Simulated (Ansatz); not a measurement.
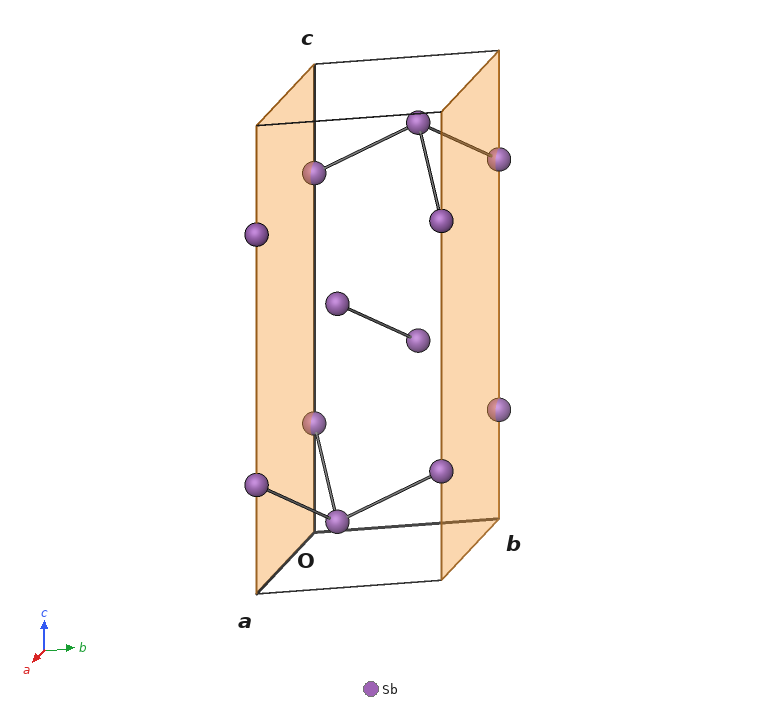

For Sb, the end point of a relaxation with Ansatz, DFT, PBE, plane waves (420 eV) with PAW, scalar-relativistic: every member of one family of equally spaced planes, hx + ky + lz = a whole number, that cuts the unit cell is shaded (one member passes through the origin O). Symmetry computed with spglib at a tolerance of 0.002 Å; standard conventional cell.

a = 4.376 Å, b = 4.376 Å, c = 11.529 Å, α = 90.00°, β = 90.00°, γ = 120.00°.

Q: What are the Miller indices?

A: (0 1 0), in four indices (0 1 −1 0); the opposite sign names the same planes. The member next to the origin meets the axes a never, b at 1, c never.

Q: What is the spacing?

A: d = 3.790 Å.

Q: Which atoms of the cell lie in these planes (within 0.03 Å)?

A: 2 of the 6 Sb.

Q: The space group is No. 166, R-3m, hexagonal axes. How many reflections hkl are equivalent to this one (itself included), and does it occur?

A: 6 reflections are equivalent in the Laue class -3m. The reflection is systematically absent, by the centring.
